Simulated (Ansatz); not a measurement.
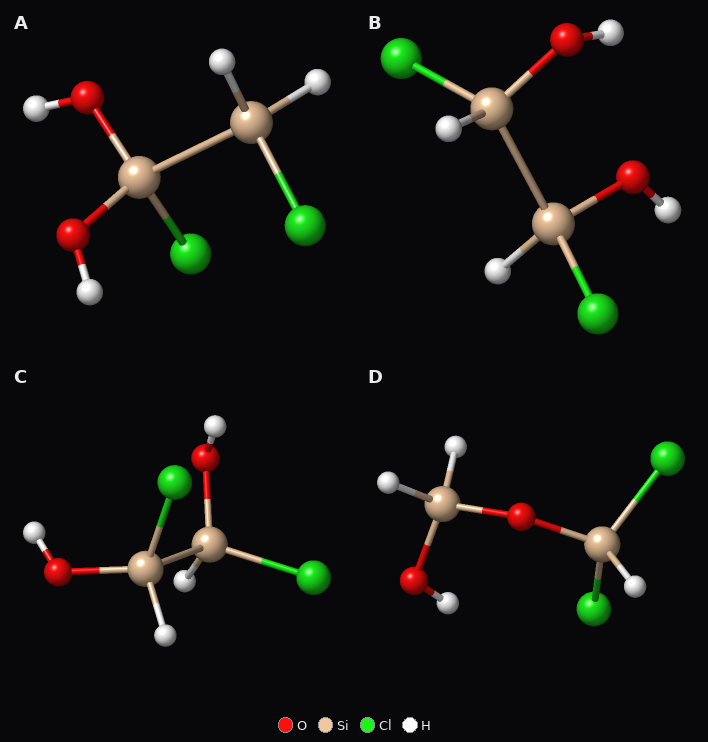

Source: calculation with Ansatz.

```xyz
10
charge 0, multiplicity 1
O    -1.5447   -1.1151    0.2742
Si   -0.0328   -0.5372    0.4957
O     1.0233   -1.7522    0.2751
Cl    0.0777    0.2234    2.4118
Si    0.5314    1.1768   -0.9848
Cl   -0.9762    2.5794   -0.8159
H    -2.2773   -0.5993    0.6165
H     0.8964   -2.5728    0.7568
H     0.5702    0.7161   -2.3943
H     1.8149    1.8298   -0.6322
```

### Which picture belongs to the input above?

A. The file holds Cl2H4O2Si2, `O[Si](O)(Cl)[SiH2]Cl`.
